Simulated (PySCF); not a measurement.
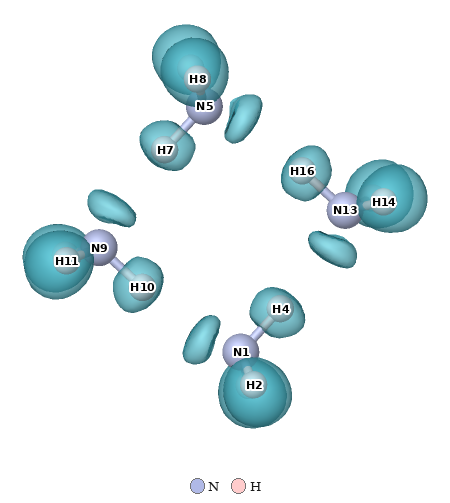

Figure 1: NH3···NH3···NH3···NH3 (SMILES N.N.N.N). Isosurface of the electron localisation function at 0.9 (cyan), seen across its widest extent. Only the valence region is drawn (cores and ρ < 0.01 e/Å³ removed).

Geometry: PBE0-D3(BJ)/def2-SVPD.

The calculation used wB97M-D3(BJ)/def2-SVPD, SCF density, gas phase in PySCF 2.14.0.

```xyz
16

N    -0.2792    0.7157    0.8521
H     0.1520   -0.2044    0.8365
H    -0.7417    0.8031    1.7528
H    -1.0117    0.7244    0.1278
N    -0.5954    3.2216   -2.7029
H    -0.9876    4.1528   -2.8107
H     0.0949    3.2641   -1.9397
H    -0.0878    3.0201   -3.5598
N     1.3211    3.1012   -0.2823
H     0.8595    2.3055    0.1809
H     2.2913    2.8418   -0.4373
H     1.3297    3.8742    0.3771
N    -2.3144    0.9816   -1.4519
H    -2.4334    0.2096   -2.1020
H    -3.2462    1.3259   -1.2373
H    -1.8166    1.7320   -1.9521
```

What do the ELF domains correspond to?

Answer. The surface consists of twelve regions around hydrogen nuclei and four lobes on N, pointing away from the bonds (lone pairs). Along the contacts the grid gives the following. N13···H4 (2.06 Å): the ELF dips to about 0.10 between them (by its geometry a hydrogen bond between the two molecules, with no shared pair). N–H (1.02 Å): the ELF climbs to about 1 towards the hydrogen, as it does in any bond to H (a covalent bond by its length).
